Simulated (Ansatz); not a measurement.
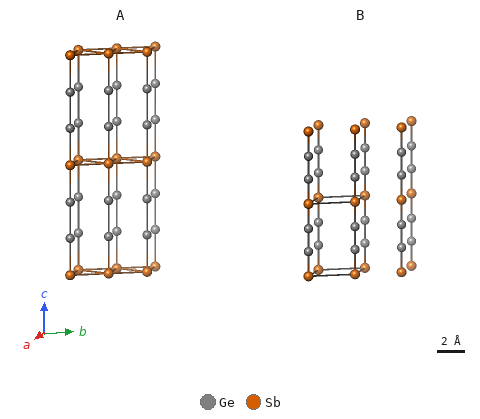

Two geometries of a crystal of Ge2Sb (a generated structure, set up in P6/mmm) (coarse preliminary run), drawn at one scale. One is the start of a relaxation, the other its converged end. A ball-and-stick model of the cell of the calculation, repeated 1 × 2 × 2 with one cell outlined, seen slightly off an axis.

These are results of DFT PBE, scalar-relativistic, plane waves, PAW (Ansatz), not measurements. Settings: plane-wave cutoff 420 eV; k-point mesh 6 × 6 × 4; occupations gaussian; smearing width 0.1 eV; no spin polarisation; cell and atoms relaxed; force threshold 0.04 eV/Å; at most 70 steps.

**Which geometry has the lower energy?**

Structure A is the relaxed one. The largest moves relative to the cell, 0.052 Å, are those of Ge atoms. Sb stays in place. Cell: a = b 3.731 → 3.082 Å (−17.4 %), c 5.556 → 8.442 Å (+51.9 %). Volume +3.7 %. Some distances before and after: Ge–Ge 1.754 → 2.770 Å, Ge–Sb 1.901 → 2.836 Å, Sb–Sb 3.731 → 3.082 Å. The space group stays P6/mmm (No. 191). After 17 accepted moves (19 points after the start) the energy has fallen by 4934 meV per atom. Largest force component: 0.22 eV/Å at the start, 0.0089 eV/Å at the end. The pressure goes from 86.94 to 0.03 GPa. The SCF was repeated twice at an unchanged geometry on a basis and grid sized afresh for the cell, which shifted the energy by 187 meV per atom at most.
